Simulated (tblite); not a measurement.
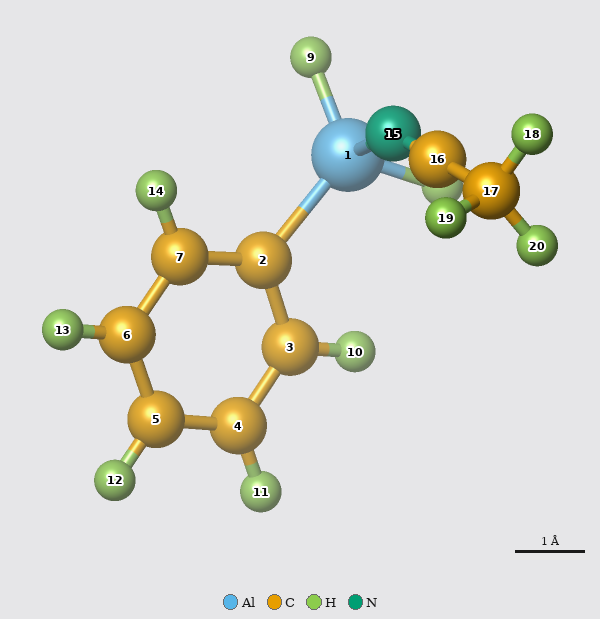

**Figure 1.** The structure as given in the input (ball-and-stick view, seen at a tilt; atoms are numbered from 1 in the order of the input). Sticks mark near contacts.

## C8H10AlN: frequency calculation

System: C8H10AlN, SMILES CC#[N+][AlH2-][c]1ccccc1.
Method: GFN2-xTB harmonic vibrations, gas phase (tblite 0.8.0).

## What the program printed
```
mode    cm-1     km/mol
  1     -33.3      0.05
  2      13.0      2.42
  3      17.4      4.58
  4      56.2      1.49
  5      66.0      2.07
  6      82.8      1.09
  7     147.8      2.31
  8     303.5      2.75
  9     333.3      2.66
 10     343.4      4.03
 11     353.8      2.97
 12     371.6      4.12
 13     381.7      5.17
 14     387.9      1.35
 15     465.2     98.79
 16     585.4      0.47
 17     624.8    330.63
 18     646.7    133.14
 19     667.6     98.65
 20     718.1      6.68
 21     772.1    506.12
 22     880.6      0.03
 23     893.8      0.33
 24     924.6      0.04
 25     932.3      0.27
 26     967.6      4.38
 27     981.4     19.39
 28     986.8     16.61
 29    1012.9     41.38
 30    1076.9      3.19
 31    1096.9     11.65
 32    1107.6      1.41
 33    1182.1      0.09
 34    1194.5      0.81
 35    1273.1      1.65
 36    1298.7      0.38
 37    1354.4     49.06
 38    1390.9     19.60
 39    1392.0     21.82
 40    1406.7      3.17
 41    1451.2      4.69
 42    1562.3      2.84
 43    1581.7      0.71
 44    1653.8    347.28
 45    1742.5    394.89
 46    2359.5    181.16
 47    2978.9     41.80
 48    3011.7      0.14
 49    3013.4      0.63
 50    3016.1      1.88
 51    3020.4     37.95
 52    3045.1      5.58
 53    3049.3    125.31
 54    3067.9    109.91
ZPE 378.494  H(298)-E 414.164  G(298)-E 276.627 kJ/mol  S 461.30 J/(mol K)
```

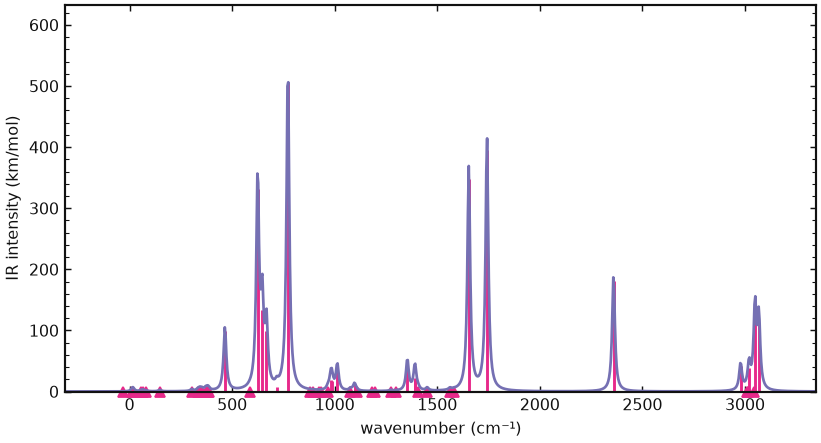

**Figure 2.** Harmonic infrared spectrum, unscaled: sticks (degenerate modes added up, dark ones marked on the axis) with a Lorentzian envelope of 16 cm⁻¹ full width, scaled to the tallest stick; imaginary modes are drawn at negative wavenumbers. 54 modes from 33i to 3068 cm⁻¹, 1 imaginary beyond 8i (33i cm⁻¹): not a clean minimum; so soft a mode can be a shallow saddle, an incomplete relaxation or noise of the force constants. The strongest line is at 772 cm⁻¹ (506 km/mol).

The run was set up as follows.

## The input
```
{"job": {"kind": "ir", "xc": "GFN2-xTB", "basis": "xTB"}, "charge": 0, "multiplicity": 1}
Al     2.776347    -0.190813    -0.165824
C      0.767778    -0.165866    -0.081412
C      0.155084     1.016976    -0.512238
C     -1.217698     1.186167    -0.491304
C     -2.027020     0.158671    -0.034403
C     -1.454487    -1.025420     0.402058
C     -0.079553    -1.180093     0.377316
H      3.396586     1.044638    -0.914036
H      3.635985    -0.893734     0.921408
H      0.794187     1.821034    -0.869701
H     -1.662039     2.114236    -0.827440
H     -3.101596     0.280308    -0.017144
H     -2.086128    -1.827104     0.762709
H      0.359572    -2.108543     0.725190
N      2.923616    -1.514290    -1.651579
C      2.790051    -1.731555    -2.770810
C      2.617217    -2.021851    -4.153458
H      3.491887    -2.546744    -4.537814
H      1.731633    -2.643452    -4.285732
H      2.485642    -1.087448    -4.698999
```

The first line tells a small driver script what to run in tblite; the rest is the geometry in Å.

Run as:
```bash
OMP_NUM_THREADS=1 python <driver script> task.json out
```

## Results in brief

```tsv
quantity	value
outcome	converged
total energy	−712.1516 eV
zero-point energy	90.4620 kcal/mol
hardware	1 CPU thread, shared host
wall time	1 s
peak memory	0.42 GiB
```
